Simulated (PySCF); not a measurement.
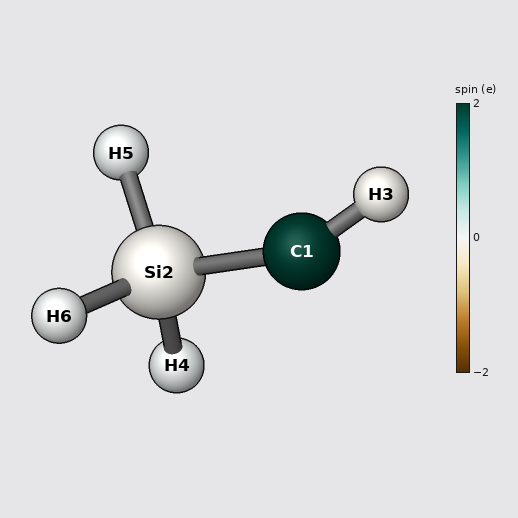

Atoms are coloured by their Mulliken spin populations. The species is neutral and a spin triplet. The geometry was computed by an optimisation with GFN2-xTB. No frequency run is at hand to confirm it as a minimum. Properties computed with UKS B3LYP, pcH-1 on C H Si, non-relativistic (PySCF 2.14.0).

List the Mulliken spin populations.

```csv
atom,value (e)
C1,1.99
Si2,−0.07
H3,−0.07
H4,0.05
H5,0.06
H6,0.04
```

Mulliken values depend strongly on the basis set. The spin state was imposed, and no run here compares it with a lower spin, which may lie lower. The geometry is semi-empirical. Around Si such bond lengths and angles can be off by a tenth of an ångström or more and by several degrees, and values that hang on the shape move with them.
